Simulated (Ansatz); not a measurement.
# A hypothetical structure for Sn2B3Rh, part 2 of 2

This structure for Sn2B3Rh is made up. Its elements were placed in a known structure type with a cell scaled to their sizes. What cell does the guess relax to, and how far off was it?

Ansatz 0.2.0; DFT, PBEsol, plane-wave PAW, files of the set soft_1, scalar-relativistic, no spin, cell and ions relaxed at zero pressure; PAW set soft_1 (the session's first sound run).

So far: The starting structure; Relaxing cell and atoms. The relaxed cell has a = 5.429, c = 9.758 Å (conventional setting).

## 3. Bands of the relaxed cell

With the geometry fixed, one more self-consistent run, with a narrower smearing and the mesh shown in its input, gives the bands, and its pressure, and its forces where symmetry allows any, show how far the geometry depends on these settings.

This step: DFT, PBEsol, plane-wave PAW, files of the set soft_1, scalar-relativistic, no spin, bands and density of states at the relaxed cell; PAW set soft_1 (Ansatz 0.2.0).

File input.yaml:

```yaml
crystal:
  lattice:
    - [2.7146484768, 1.5673030289, 3.2526576593]
    - [-2.7146484768, 1.5673030289, 3.2526576593]
    - [0.0, -3.1346060577, 3.2526576593]
  atoms:
    - { symbol: Sn, position: [0.3571540634, 0.3571540634, 0.3571540634] }
    - { symbol: Sn, position: [0.6428459366, 0.6428459366, 0.6428459366] }
    - { symbol: Rh, position: [0.0, 0.0, 0.0] }
    - { symbol: B, position: [0.0, 0.0, 0.5] }
    - { symbol: B, position: [0.5, 0.0, 0.0] }
    - { symbol: B, position: [0.0, 0.5, 0.0] }
kpoints:
  mp_grid: { grid: [8, 8, 8] }
  band_path:
    path:
      - [[0.0, 0.0, 0.0], [0.5, 0.0, 0.0], [0.5, 0.32145491, -0.32145491]]
      - [[0.67854509, 0.5, 0.32145491], [0.5, 0.5, 0.5], [0.0, 0.0, 0.0], [0.41072746, 0.0, -0.41072746]]
      - [[0.58927254, 0.41072746, 0.0], [0.5, 0.5, 0.0], [0.58927254, 0.58927254, 0.32145491], [0.5, 0.5, 0.5]]
      - [[0.5, 0.0, 0.0], [0.67854509, 0.41072746, 0.41072746]]
    npoints: 8
scf:
  occupations: { method: fermi_dirac, width: 0.03 }
  n_extra_bands: 10
hamiltonian:
  xc: pbesol
  pseudopotentials: { kind: paw, azcp: { folder: soft_1 }, xc_functional: pbe }
output:
  forces: true
  stress: true
  write_bands: true
  dos: { projected: true }
  write_density: true
  write_potential: true
  elf: true
  volumetric_format: npy
```

The run is started by

```console
$ ansatz run input.yaml --threads 4 --pin off --max-ram 10240MiB --backend cpu --events-out ev --progress --plain --runs-dir out
```

Numbers of over 12 decimals in the logs are rounded to 6 here.

Output:

```text
[...]
Crystal: 6 atoms, lattice volume = 83.034 Å³
Basis set: ecut = 420 eV, 1631 PW (Γ), exchange–correlation on 64×64×64 points (8 copies of the dense FFT grid, shifted against one another)
Bands: 37, of which v1, the nominal top of the filled ones, is band 27 counted from 1 (26 counted from 0)
Symmetry: 12 space group operations
[...]
k-points: 65 of 512
[...]
SCF iter   1: F=—  HF=-18694.249378 eV  |F-HF|=—  |Δ(HF+E_count)|=         —  Δρ=1.58e-1  dr2=3.29e1  ethr=3.10e-3  ⟨swp⟩=6.1  Hψ=10135  notcnv=0
[...]
SCF iter   9: F=-18690.570273 eV  HF=-18690.570273 eV  |F-HF|=7.24e-9  |Δ(HF+E_count)|=   1.12e-8  Δρ=3.10e-6  dr2=1.19e-8  ethr=1.85e-10  ⟨swp⟩=14.1  Hψ=16859  notcnv=0
SCF 1 converged in 9 iterations: F = -18690.570273 eV  dr2 = 1.19e-8
[...]
NSCF: frozen V_eff on 76 k-points
SCF converged after 9 iterations
Free energy (F): -18690.570273 eV
[...]
Internal energy: -18690.560150 eV  (E = F + TS)
E sigma→0 (E₀):  -18690.565212 eV
Entropy (-TS):   -0.010124 eV (-1.687 meV/atom)
Fermi energy:    13.891717 eV
[...]
--- Forces (eV/Å), atoms counted from 1 ---
  atom   1  Sn    -0.00000000    -0.00000000    -0.01314725
  atom   2  Sn    -0.00000000     0.00000000     0.01314725
  atom   3  Rh     0.00000000     0.00000000    -0.00000000
  atom   4  B      0.00000000     0.00000000    -0.00000000
  atom   5  B     -0.00000000    -0.00000000     0.00000000
  atom   6  B      0.00000000    -0.00000000     0.00000000
  max |Σ_I F_I| component: 3.70e-17 eV/Å
--- Stress (GPa, compression-positive) ---
       -0.020229      -0.000000      -0.000000
       -0.000000      -0.020229       0.000000
       -0.000000       0.000000       0.256653
  P = ⅓ Tr σ = 0.0721 GPa (0.721 kbar)
--- Band table (eV; the first three rows and the last of 65) ---
  k-point 0: bands = [... 23 lower, 11.7844, 12.5675, 13.0496, 13.0496, 13.5907, 13.5907, 14.1438, 15.0899, ... 6 higher]
  k-point 1: bands = [... 23 lower, 11.7982, 12.4660, 12.6979, 12.8078, 13.5868, 13.8800, 14.4786, 15.9447, ... 6 higher]
  k-point 2: bands = [... 23 lower, 11.5102, 12.1768, 12.7682, 12.8374, 13.8028, 14.1538, 15.2798, 16.2735, ... 6 higher]
  k-point 64: bands = [... 23 lower, 9.2555, 12.5587, 13.0290, 13.0290, 16.8236, 16.8236, 17.0968, 17.9601, ... 6 higher]
```

It took 5 s on 4 threads of Arm Neoverse V2, shared host; peak memory 0.49 GiB; 19 s of CPU time.

The column dr2 measures how far the density is from self-consistency, as an energy; F and HF (Harris–Foulkes) agree once it is small.

Numbers from this step:

```
free energy             : -18690.5703 eV
energy at zero smearing : -18690.5652 eV
smearing term TS        : 0.01012 eV
pressure                : 0.07206 GPa
```

bands.tsv at the labelled points (eV, zero at the Fermi level; the bands that come nearest the Fermi level along the path):

```tsv
point	band 24	band 25	band 26	band 27	band 28	band 29	band 30	band 31
Γ	-2.11	-1.32	-0.84	-0.84	-0.30	-0.30	0.25	1.20
L	-2.92	-1.49	-1.03	-0.36	0.14	0.26	1.40	2.17
B1	-3.27	-1.14	-0.48	-0.48	0.59	1.96	2.64	2.76
B	-3.27	-1.14	-0.48	-0.48	0.59	1.96	2.64	2.76
Z	-4.64	-1.33	-0.86	-0.86	2.93	2.93	3.21	4.07
Γ	-2.11	-1.32	-0.84	-0.84	-0.30	-0.30	0.25	1.20
X	-2.35	-1.55	-0.37	-0.18	1.05	1.64	1.72	2.57
Q	-2.35	-1.55	-0.37	-0.18	1.05	1.64	1.72	2.57
F	-2.37	-1.44	-0.26	0.28	1.11	1.17	1.30	3.14
P1	-3.56	-1.13	-0.77	-0.51	0.95	2.34	2.36	3.27
Z	-4.64	-1.33	-0.86	-0.86	2.93	2.93	3.21	4.07
L	-2.92	-1.49	-1.03	-0.36	0.14	0.26	1.40	2.17
P	-3.56	-1.13	-0.77	-0.51	0.95	2.34	2.36	3.27
```

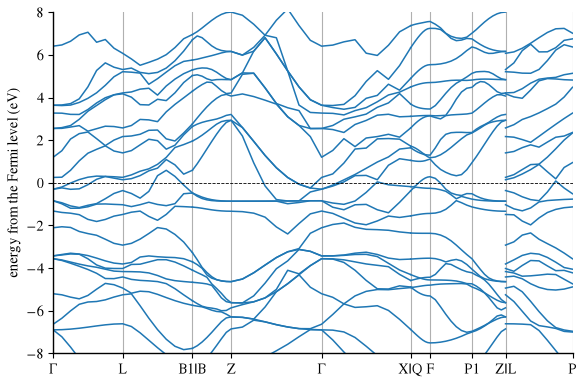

Bands along the path. 15 bands lie wholly below the window drawn.

Counts of states for the cell as run, both spins, by energy window (eV from the Fermi level):

| from | to | total |
| --- | --- | --- |
| -8 | -7 | 1.52 |
| -7 | -6 | 1.97 |
| -6 | -5 | 2.21 |
| -5 | -4 | 3.99 |
| -4 | -3 | 4.16 |
| -3 | -2 | 1.77 |
| -2 | -1 | 2.36 |
| -1 | 0 | 3.40 |
| 0 | 1 | 2.94 |
| 1 | 2 | 2.74 |
| 2 | 3 | 2.72 |
| 3 | 4 | 3.23 |
| 4 | 5 | 3.26 |

Below -8 eV lie 32.6 more states.

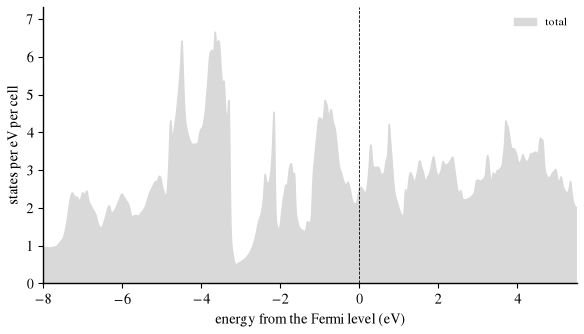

Total density of states, smoothed over about 0.04 eV.

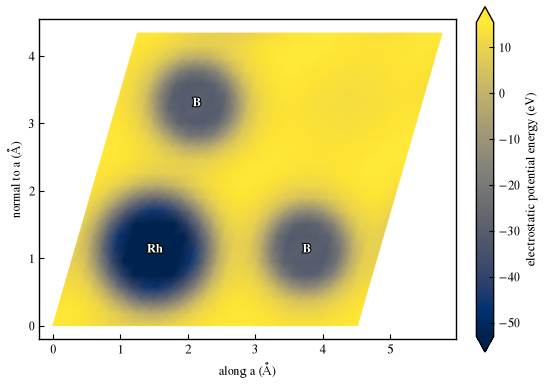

Electrostatic potential energy in the ac plane of the cell as run, not the conventional one, at fractional y = 0.000, with atoms of Rh and B within 0.2 Å of it. With pseudopotentials it is smooth inside the atoms' cores, unlike the true potential. The map starts off the cell's origin, so that atoms lie inside it.

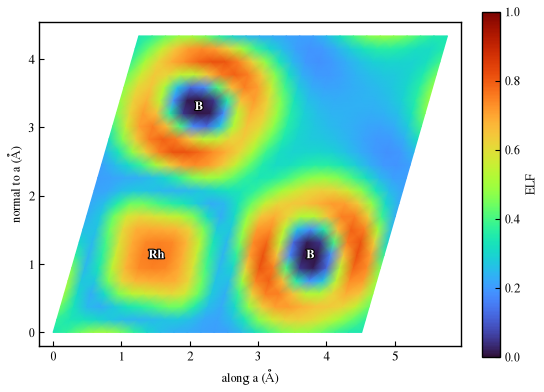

ELF in the ac plane of the cell as run, not the conventional one, at fractional y = 0.000, with atoms of Rh and B within 0.2 Å of it. It is the smooth field of the valence electrons, not physical close to the nuclei. The map starts off the cell's origin, so that atoms lie inside it.

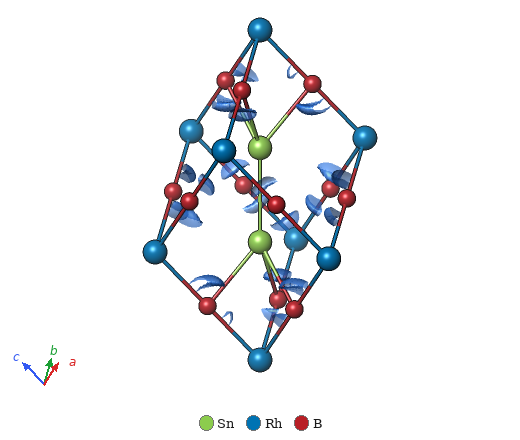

Surface of ELF = 0.73. Drawn on the cell as run, not the conventional one.

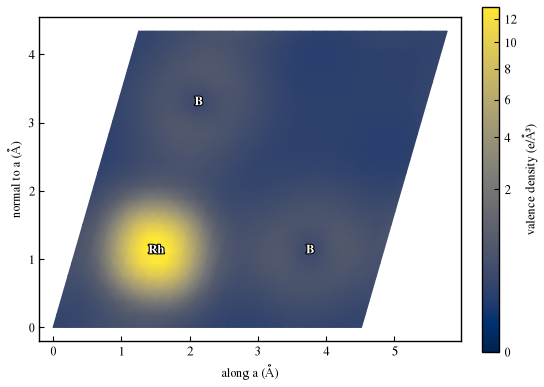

Valence density in the ac plane of the cell as run, not the conventional one, at fractional y = 0.000, with atoms of Rh and B within 0.2 Å of it. It is the smooth field of the valence electrons, not physical close to the nuclei. The map starts off the cell's origin, so that atoms lie inside it. The colour scale is stretched toward low values.

## 4. What came out

| Quantity | Value |
| --- | --- |
| space group, relaxed | R-3m |
| conventional cell | a = 5.429, b = 5.429, c = 9.758 Å; α = 90.0°, β = 90.0°, γ = 120.0° |
| volume per atom | 13.84 Å³ (guess 13.33) |

**Reading.** Sn2B3Rh relaxes to R-3m with a = 5.429, b = 5.429 and c = 9.758 Å. The guessed volume was 4 % too small. The space group R-3m was held in the relaxation, so the end point is a stationary structure within it and may be a saddle against distortions or other arrangements. Bands cross the Fermi level, so it is a metal or semimetal at this level. On the 8×8×8 mesh with the narrower smearing (relaxed on 7×7×7) the largest force component is 0.013 eV/Å and the largest stress component is 0.257 GPa, against the relaxation's thresholds of 0.015 eV/Å and 0.05 GPa. The cutoff wasn't tested. No dispersion term is used, so weakly bound directions may come out too long. The runs have no spin, and magnetism wasn't tested. Nothing here tests whether the compound is stable against decomposition.

[Logs are printed without paths, hosts, clocks, repeated set-up lines and the standing remarks that a program may print on its own settings, such as how far it seeks lower states.]

[Hosts, paths, dates, database ids (printed as entryN), source tags and the programs' standing remarks are cut or masked in the printed files.]
